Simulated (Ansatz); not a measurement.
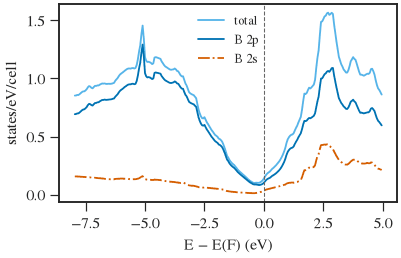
Total and projected density of states of B in space group Cmce (No. 64; B on 8f), r²SCAN (plane waves, PAW; program Ansatz)

Q: Which orbitals carry the states next to the Fermi level?

A: Within 0.5 eV of the Fermi level: B 2p 76 %, B 2s 22 %. Projections are on Löwdin-orthogonalised atomic valence shells; empty p or d shells of many metals are not among them.

Q: Where is the tallest occupied peak in this window, and what makes it?

A: Near -5.1 eV, about 1.5 states/eV per cell; the largest projected share is B 2p.

The start of the workflow was typed in or built on a structure type; neither database checked (COD, Materials Project) lists it. It is not the phase usual at ambient conditions (space group No. 166). The cell was relaxed with r²SCAN under the symmetry of its start; its stability against distortions is not shown here.

Potentials: the later of the program's two PAW sets.
